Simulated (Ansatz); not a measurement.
# CH9ClSi3 (SMILES [SiH3][SiH2]C[SiH2]Cl): what the fields show

```xyz
14

Si   -1.4818    1.7090    0.1988
Si    0.4221    0.6880    1.1369
C     0.6178   -1.0970    0.5160
Si    0.6839   -1.3162   -1.3419
Cl    1.0174   -3.3216   -1.8085
H    -1.7495    3.0217    0.8581
H    -1.2790    1.9406   -1.2625
H    -2.6769    0.8296    0.3746
H     0.3041    0.6874    2.6265
H     1.6336    1.4824    0.7705
H     1.5378   -1.5214    0.9548
H    -0.2259   -1.6949    0.9032
H     1.7909   -0.5201   -1.9352
H    -0.6072   -0.9167   -1.9623
```

Theory: Ansatz 0.2.0, RKS B3LYP-D4/def2-SVP.

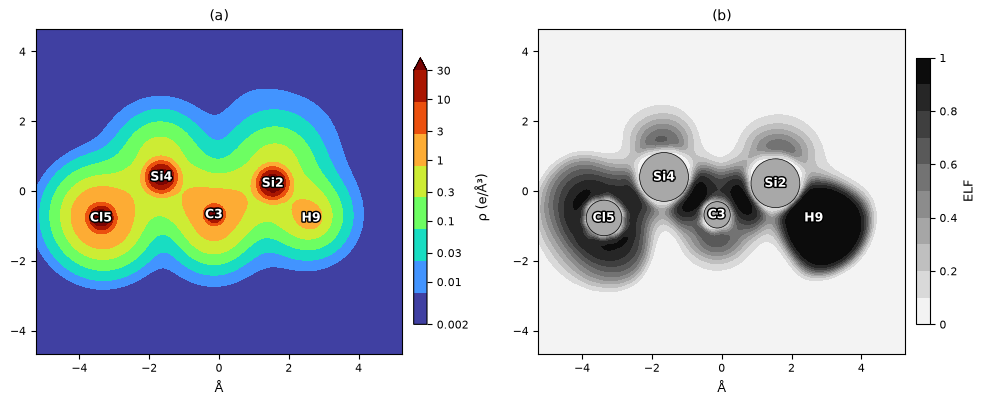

Figure 1. (a) total electron density; (b) electron localisation function on the plane of atoms C3, Si2 and H9. Grey discs cover the atomic cores in the ELF map.

Q: Describe what can be read from this map.

A:
- The section cuts through Si, C, Cl and H sites.
- C–Si (1.87 Å): ρ at the midpoint is about 0.96 e/Å³; the ELF peaks at about 0.95 between the atoms (a shared electron pair).
- Si–Cl (2.09 Å): ρ is about 0.81 e/Å³ halfway; the ELF peaks at about 0.90 between the atoms (a polar covalent bond).
- Si–H (1.49 Å): ρ at the midpoint is about 0.75 e/Å³; the ELF climbs to about 1 towards the hydrogen, as it does in any bond to H.
- The ELF also peaks beside Cl5, away from the bonds: lone-pair regions.

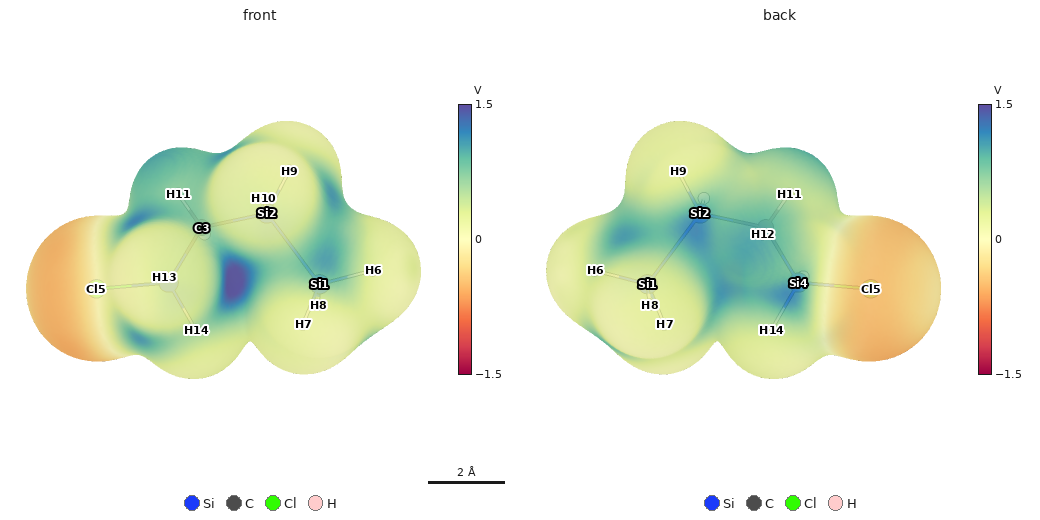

Figure 2. The molecular electrostatic potential painted on the density surface at 0.002 e/bohr³, seen from the front and from behind; the colour scale runs from red (negative) to blue (positive).

Q: Describe the electrostatic potential map.

A: The most negative region (about −0.6 V, or −14 kcal/mol for a unit charge) lies over Cl5, the most positive (about +1.4 V, or +32 kcal/mol for a unit charge) over Si2 and Si4.

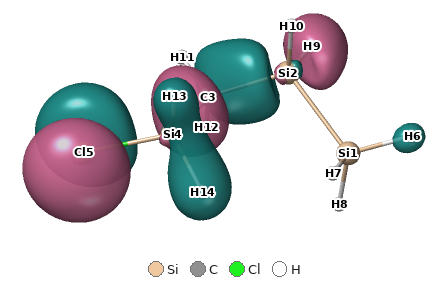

Figure 3. The HOMO−1 at ±0.08 Å⁻³ᐟ² (teal and pink are the two phases), seen at a tilt.

Q: Describe this orbital and give its energy.

A: By Hirshfeld shares it lies mainly on Cl5 (about 55 %), C3 (about 15 %), Si4 (about 10 %) and Si2 (about 5 %). Its energy is −8.26 eV.
